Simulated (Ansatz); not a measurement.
Consider ClFSeSi (SMILES F[Si]#[Se]Cl).

```xyz
4

Cl    1.1815   -1.4316   -0.8125
F    -0.6802   -0.8413    1.6741
Se   -0.5214   -0.1563   -1.3087
Si   -1.6325    0.0555    0.7038
```

Geometry: PBE0-D3(BJ)/def2-SVP.

Method: isolated molecule in a Gaussian basis; Kohn-Sham density functional theory, functional PBE0 (Ansatz 0.2.0).

**What can the converged electron density and electron localisation function tell about the bonding?**

Si–F (1.63 Å): the density is about 1.1 e/Å³ at the midpoint; the ELF peaks at about 0.85 in the valence shell of F, 0.5 Å from its nucleus, and is about 0.50 at the midpoint.
Se–Cl (2.18 Å): ρ at the midpoint is about 0.81 e/Å³; the ELF peaks at about 0.80 between the atoms, as expected for a shared electron pair.
Si–Se (2.31 Å): ρ at the midpoint is about 0.7 e/Å³, with its minimum of 0.59 e/Å³ about 0.8 Å from Si; the ELF peaks at about 0.85 between the atoms, as expected for a covalent bond.

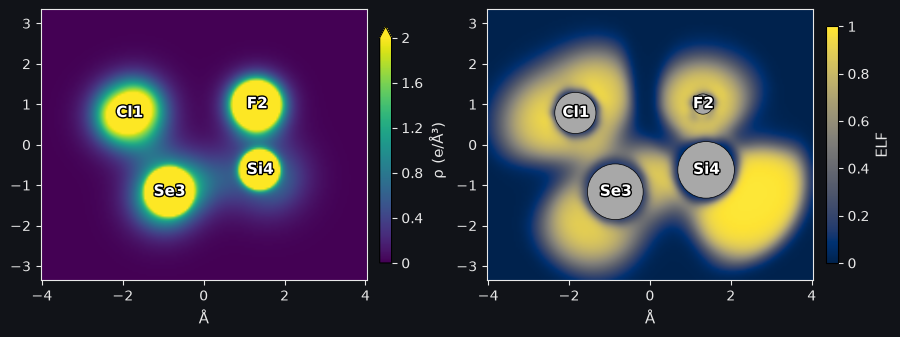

Computed electron density and electron localisation function on the molecular plane, in this order. Grey discs cover the atomic cores in the ELF map. 
